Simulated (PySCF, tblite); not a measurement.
# C6H9BN2: geometry, infrared bands and NMR shifts

Aim: predict the infrared bands and NMR shifts of C6H9BN2 (`C=CCB(CC#N)N=C`).

The runs use tblite 0.8.0 and PySCF 2.14.0, with density-fitted response routines of our own; the level of theory stands in each step. All values are computed, except where a source is named. Atoms are numbered from 0 throughout.

**1. The molecule as given**

18 atoms, charge 0, multiplicity 1; geometry from: force field or distance geometry start.

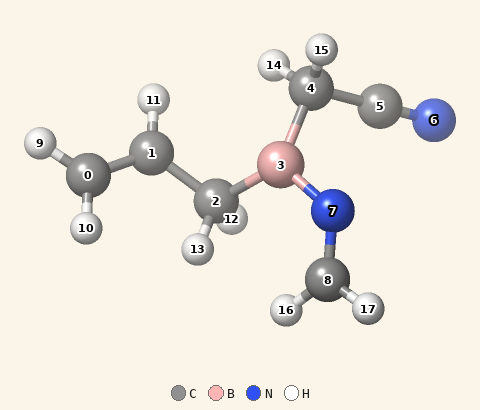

As it starts; carbon grey, boron pink, nitrogen blue, hydrogen white, atoms numbered.

**2. Optimising the geometry with GFN2-xTB**

Job settings and geometry (Å):

```
{"job": {"kind": "relax", "xc": "GFN2-xTB", "basis": "xTB"}, "charge": 0, "multiplicity": 1}
C      2.947200     0.210500    -0.089300
C      1.835600    -0.517500    -0.368900
C      0.631800     0.174800    -0.908000
B     -0.613900     0.010100     0.023500
C     -1.117100    -1.486200     0.372900
C     -2.326800    -1.688400    -0.453800
N     -3.278300    -1.852300    -1.104800
N     -1.645100     1.094700     0.074600
C     -1.559000     2.136200    -0.652900
H      3.838200    -0.223300     0.311700
H      2.937400     1.288300    -0.268300
H      1.846600    -1.596200    -0.176100
H      0.431900    -0.177500    -1.938600
H      0.918400     1.246900    -0.960400
H     -0.362200    -2.229400     0.058700
H     -1.371800    -1.593500     1.437200
H     -0.761500     2.346900    -1.340100
H     -2.360300     2.862200    -0.558700
```

On the command line:

```
OMP_NUM_THREADS=1 python probes_run.py task.json out
```

This one command runs all jobs of the session in turn.

**Question.** This job is followed by: GFN2-xTB harmonic vibrations, gas phase; GIAO PBE0/pcSseg-1 NMR shielding, non-relativistic, gas phase. What will the session give for the following? strongest single infrared mode (GFN2-xTB); zero-point energy (GFN2-xTB); ¹³C shifts against TMS (PBE0/pcSseg-1); ¹H shifts against TMS (PBE0/pcSseg-1, means over atoms taken as alike); ¹¹B shifts against BF3·OEt2 (PBE0/pcSseg-1); ¹⁵N shifts against NH3 (PBE0/pcSseg-1).

The runs gave:

| quantity | value |
| --- | --- |
| strongest single infrared mode (GFN2-xTB) | 2404 cm⁻¹, 268 km/mol |
| zero-point energy (GFN2-xTB) | 86.8 kcal/mol |
| ¹³C shifts against TMS (PBE0/pcSseg-1) | 144.3, 143.2, 123.8, 121.1, 33.0, 6.1 ppm |
| ¹H shifts against TMS (PBE0/pcSseg-1, means over atoms taken as alike) | 7.72, 6.13, 5.35, 5.21, 1.97, 1.93 ppm |
| ¹¹B shifts against BF3·OEt2 (PBE0/pcSseg-1) | 22.5 ppm |
| ¹⁵N shifts against NH3 (PBE0/pcSseg-1) | 406.4, 293.0 ppm |

**Reading.** The optimisation took 205 steps and gained 1.456 eV; among the close pairs (by a distance rule), B3–N7 changed most, from 1.497 to 1.334 Å. The lowest mode is slightly imaginary (13i cm⁻¹), a soft motion within the noise of the Hessian, so the minimum is not strictly shown. The strongest single mode, at 2404 cm⁻¹, moves mainly C5 and N6. Unscaled tight-binding wavenumbers are off by several per cent, some by more. Its intensities can rank the bands wrongly. At PBE0/pcSseg-1: The widest tensor belongs to N6: span 500 ppm, with a paramagnetic part of -365 ppm.
